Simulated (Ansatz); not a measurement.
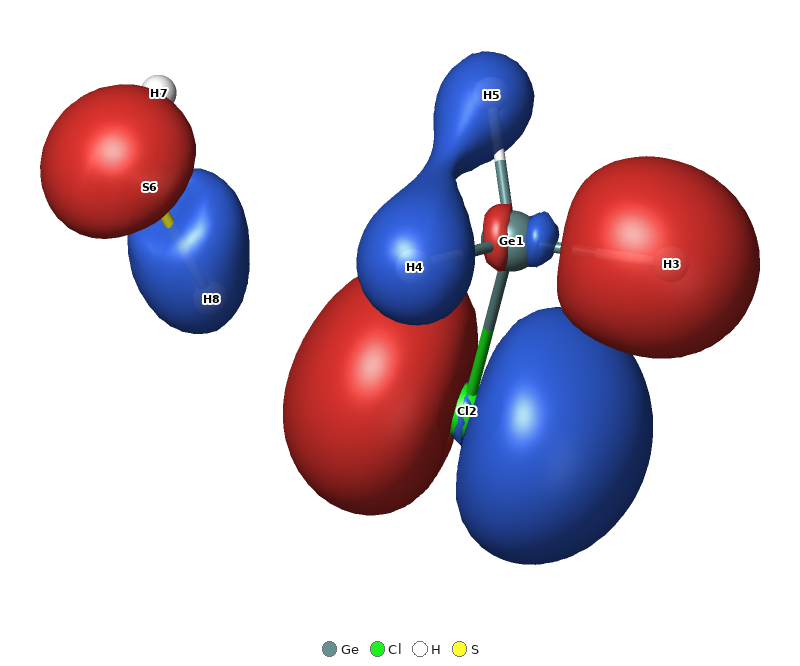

ClGeH3···H2S. The HOMO−1 at ±0.1 Å⁻³ᐟ² (red and blue are the two phases), seen at a tilt.

Not at a stationary point (largest force 1.0 eV/Å).

Computed with Ansatz, RHF/def2-SVP.

```xyz
8

Ge    0.2970    0.0569   -0.0735
Cl    0.3230   -0.1581    2.1256
H     1.7753    0.0342   -0.4679
H    -0.3330    1.3966   -0.4160
H    -0.4269   -1.1510   -0.6462
S    -3.0568    0.1350    0.7869
H    -3.3929   -1.1581    0.7232
H    -2.2359   -0.0282    1.8699
```

**What is the character of this orbital?**

It lies mainly on Cl2 (about 65 %), Ge1 (about 10 %), H3 (about 10 %) and S6 (about 5 %); largely a lone pair of Cl2. Its energy is −11.82 eV.
